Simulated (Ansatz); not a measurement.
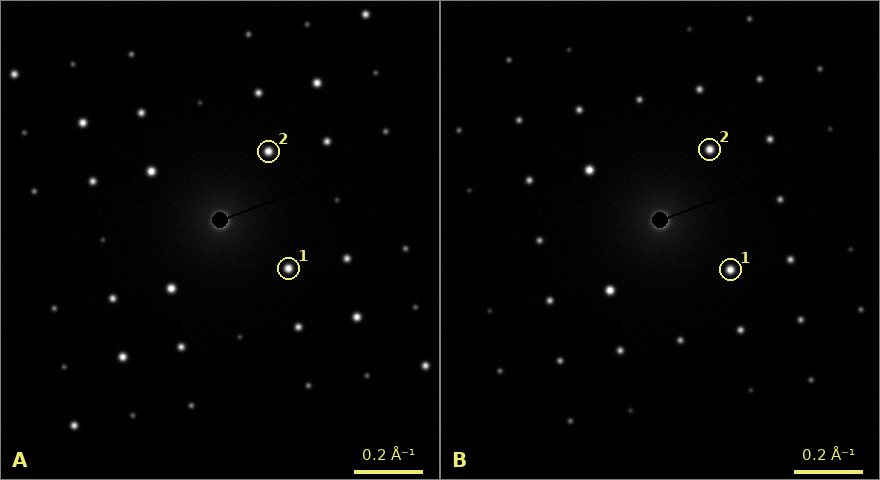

Kinematic electron diffraction patterns (300 kV, B = 0.5 Å², same scale) along [001] of the run's own cell, for the start and the end of one relaxation of GaP2 with Ansatz 0.2.0, DFT PBE, scalar-relativistic, plane waves, PAW. k mesh 8×8×10. The start is a generated model structure, and the relaxation ends in the nearest stationary point of its symmetry, not necessarily the ground state. Spot 1 is -1 -1 0 and spot 2 is 1 -1 0 in both.

Start structure:

```yaml
crystal:
  lattice:
    - [5.68660, 0.00000, 0.00000]
    - [0.00000, 5.68660, 0.00000]
    - [0.00000, 0.00000, 3.77172]
  atoms:
    - { symbol: Ga, position: [0.00000, 0.00000, 0.00000] }
    - { symbol: Ga, position: [0.50000, 0.50000, 0.50000] }
    - { symbol: P, position: [0.31080, 0.31080, 0.00000] }
    - { symbol: P, position: [0.18920, 0.81080, 0.50000] }
    - { symbol: P, position: [0.68920, 0.68920, 0.00000] }
    - { symbol: P, position: [0.81080, 0.18920, 0.50000] }
```

> Which pattern belongs to the start structure, and which to the relaxed one?

A is the start: its cell gives d(1) = 4.021 Å, d(2) = 4.021 Å and an angle of 90.0°. B is the relaxed structure, with d(1) = 3.913 Å (-2.7 %), d(2) = 3.913 Å (-2.7 %) and 90.0°.

> Name reflections whose intensity changes strongly on relaxation.

0 2 0 goes from 0.79 to 14 % of the strongest spot; 2 -2 0 goes from 71 to 12 % of the strongest spot.

> Summarise the relaxation behind the change.

The volume changed by +14.4 % to 23.26 Å³ an atom; with the mean shift removed, the atoms moved by up to 0.42 Å relative to the cell (P most); the space group stayed P4_2/mnm (No. 136); the free energy fell by 81 meV an atom. Relaxed cell: a = 5.534 Å, b = 5.534 Å, c = 4.556 Å, α = 90.00°, β = 90.00°, γ = 90.00°.
